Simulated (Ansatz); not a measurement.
## Electronic structure of H$_{3}$N$_{2}$Si (charge +1) in real space

| atom | x (Å) | y (Å) | z (Å) |
| --- | --- | --- | --- |
| N | 0.3443 | 1.6974 | -0.8637 |
| N | 0.5568 | 2.7339 | -1.8127 |
| Si | -1.2092 | 1.7960 | -1.5239 |
| H | 1.0974 | 1.3626 | -0.2598 |
| H | 1.1834 | 2.5017 | -2.5926 |
| H | 0.7591 | 3.6615 | -1.4211 |

Geometry: r2SCAN-D4/def2-SVP.

All numbers below come from isolated molecule in a Gaussian basis; Kohn-Sham density functional theory, functional PBE0 (Ansatz 0.2.0).

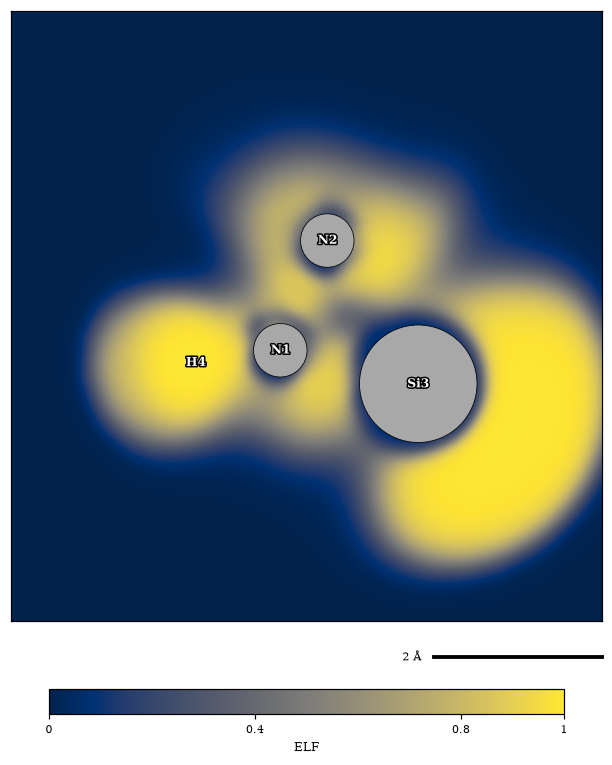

Figure 1. ELF on the plane of atoms N1, N2 and Si3. Grey discs cover the atomic cores.

Q: Describe what can be read from this map.

A: The plane passes through N, Si and H nuclei.
N–N (1.42 Å): the ELF peaks at about 0.85 between the atoms; localised, covalent bonding.
Si–N (1.69 Å): the ELF peaks at about 0.85 between the atoms; a polar covalent bond.
N–H (1.02 Å): the ELF climbs to about 1 towards the hydrogen, as it does in any bond to H: an ordinary covalent bond to hydrogen.
The ELF also peaks beside Si3, away from the bonds: lone-pair regions.

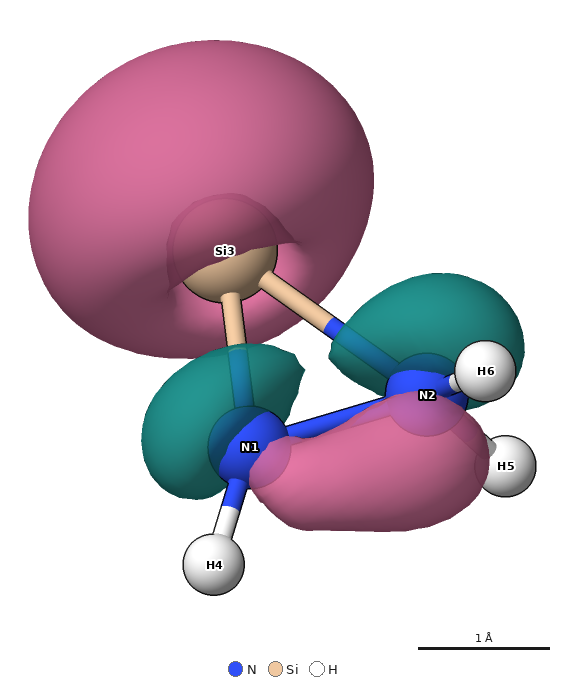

Figure 2. The HOMO−1 at ±0.15 Å⁻³ᐟ² (teal and pink are the two phases), seen at a tilt.

Q: Describe this orbital and give its energy.

A: Its weight (Hirshfeld) is mainly on Si3 (about 75 %), N2 (about 15 %) and N1 (about 10 %). Its energy is −14.57 eV.
